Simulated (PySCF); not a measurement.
## A study: BH8PSi2, SMILES `BP([SiH3])[SiH3]`

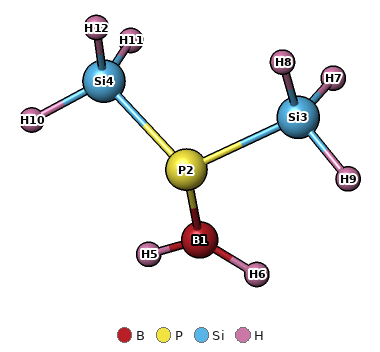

The molecule, with its atoms numbered as below. No frequency check shows the geometry to be a minimum.

Cartesian coordinates (Å):

```
B1       0.0002    2.1118   -0.3138
P2       0.0001    0.4776    0.4760
Si3     -1.8299   -0.6348   -0.1151
Si4      1.8297   -0.6349   -0.1151
H5       1.0185    2.6522   -0.5116
H6      -1.0185    2.6523   -0.5116
H7      -1.9074   -0.8462   -1.5657
H8      -1.7533   -1.9262    0.5655
H9      -2.9787    0.1469    0.3380
H10      2.9786    0.1467    0.3380
H11      1.9072   -0.8463   -1.5657
H12      1.7531   -1.9263    0.5655
```

### 1. Bonding charge

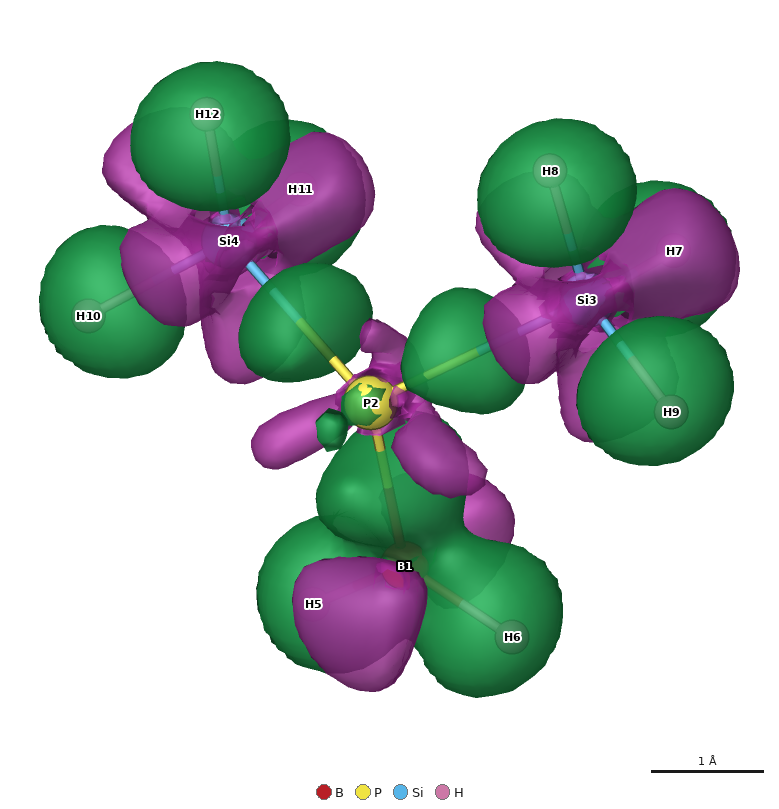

Deformation density (molecule less spherical, spin-averaged free atoms at the same positions), surfaces at ±0.05 e/Å³; green: gain, purple: loss.

Computed with PySCF, BP86/def2-SVPD, geometry: GFN2-xTB.

How much density has each bond gained at its critical point, relative to the free atoms?

Answer. B1–H5 and B1–H6: +0.44 e/Å³ at the bond critical point (bond length 1.17 Å). B1–P2: +0.32 e/Å³ at the bond critical point (bond length 1.81 Å). Si3–H9 and Si4–H10: +0.17 e/Å³ at the bond critical point (bond length 1.46 Å). Si3–H8 and Si4–H12: +0.17 e/Å³ at the bond critical point (bond length 1.46 Å). Si3–H7 and Si4–H11: +0.17 e/Å³ at the bond critical point (bond length 1.47 Å). P2–Si4 and P2–Si3: +0.10 e/Å³ at the bond critical point (bond length 2.22 Å). In all, 2.6 electrons gather in the regions of gain relative to the promolecule. A small or negative value marks a very polar bond, one between electron-rich atoms, whose free-atom densities already overlap strongly, a long bond to a heavier atom, or a closed-shell contact such as a hydrogen bond.

Where do the Hirshfeld charges lie?

Answer. The highest Hirshfeld charge is on Si3 and Si4 (+0.26 e), the lowest on H7 and H11 (−0.07 e).

| atom | charge (e) |
| --- | --- |
| B1 | +0.02 |
| P2 | −0.03 |
| Si3 | +0.26 |
| Si4 | +0.26 |
| H5 | −0.06 |
| H6 | −0.06 |
| H7 | −0.07 |
| H8 | −0.07 |
| H9 | −0.06 |
| H10 | −0.06 |
| H11 | −0.07 |
| H12 | −0.07 |

### 2. Local ionisation energy

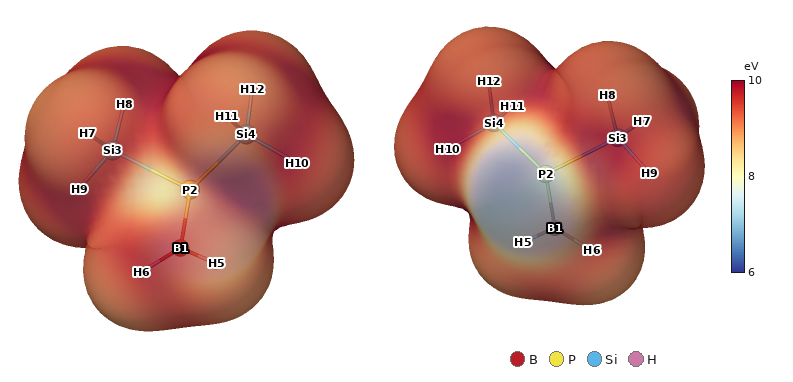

Average local ionisation energy on the surface of electron density 0.001 a.u. (back view left, front view right).

Where are the most loosely bound electrons on this surface?

Answer. The lowest value is 6.9 eV, 2.3 Å from P2. Further minima include 8.0 eV, over B1, off the plane of its three bonds (2.1 Å); 8.9 eV, 1.5 Å from H6, and at like points elsewhere; 9.0 eV, 1.5 Å from H7, and at like points elsewhere. For comparison, the highest occupied orbital lies at −6.3 eV.

What volume does the surface enclose, and what is the dipole moment?

Answer. About 164 Å³; the dipole moment is 1.1 D.

### 3. In an electric field

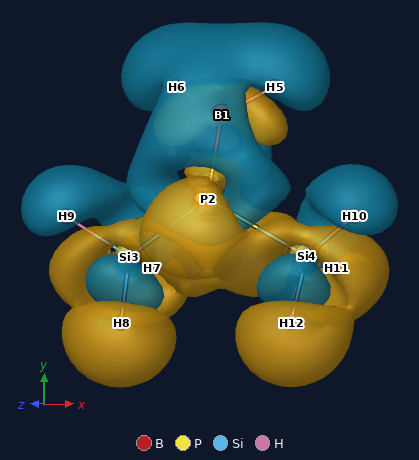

Change of the electron density in a uniform field of 0.21 V/Å, surfaces at ±0.0008 e/Å³ (yellow: gain, teal: loss).

Method: ωB97X/6-31+G*; geometry: GFN2-xTB; program: PySCF. The basis has diffuse s and p functions alone, which still leaves polarisabilities too small, most of all across bonds.

Along which Cartesian direction does the field point?

Answer. Along +y: electrons gather on the −y side, against the field.

How large is the response?

Answer. The induced dipole is 0.98 D (along the field); α along this axis, from the fields in both directions, is 97 bohr³ (14.3 Å³).

Which atoms gain and lose the most charge?

Answer. Electrons gather most on H8 and H12 alike (Hirshfeld charge changes by −0.009 e) and leave B1 most (+0.015 e); 0.080 electrons are displaced in all.
